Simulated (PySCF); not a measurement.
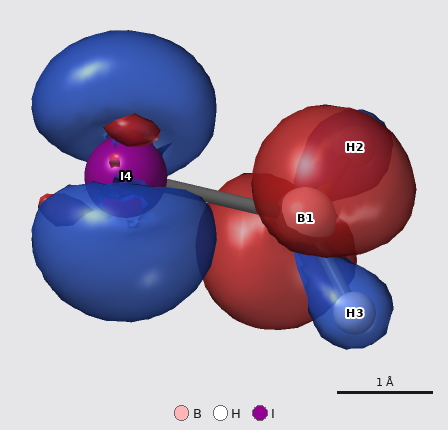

BH$_{2}$I. Unrelaxed difference density of S₁ less the ground state (TDA singlet states), ±0.04 e/Å³; red: gain, blue: loss.

Computed with PySCF, M06-2X/def2-TZVP, geometry: GFN2-xTB. Core potentials replace the inner electrons of I; spin–orbit coupling isn't included. No frequency check shows the geometry to be a minimum. GFN2-xTB bond lengths at metals and heavier atoms can be off by up to 0.1 Å and shapes distorted, which carries into these values. Without diffuse functions Rydberg states are missing, so the states' numbers hold for this basis only.

Cartesian coordinates (Å):

```
B1      -1.8156    0.0000    0.0000
H2      -2.3863   -1.0172    0.0000
H3      -2.3863    1.0171    0.0000
I4       0.2613    0.0000    0.0000
```

> How does the charge move on excitation?

0.81 e is displaced in all, of which about 0.5 e passes between atoms: I4 (0.53 e) loses electrons and B1 (0.49 e) gains them. The state: 4.13 eV (300 nm), f = 0.000 (dark), n → empty p orbital of B1; the leading pair carries 100 %; hole on I4 (78 %), B1 (10 %) and H2 and H3 (6 % each), electron on B1 (59 %), I4 (26 %) and H2 and H3 (8 % each); their centroids lie 1.2 Å apart.
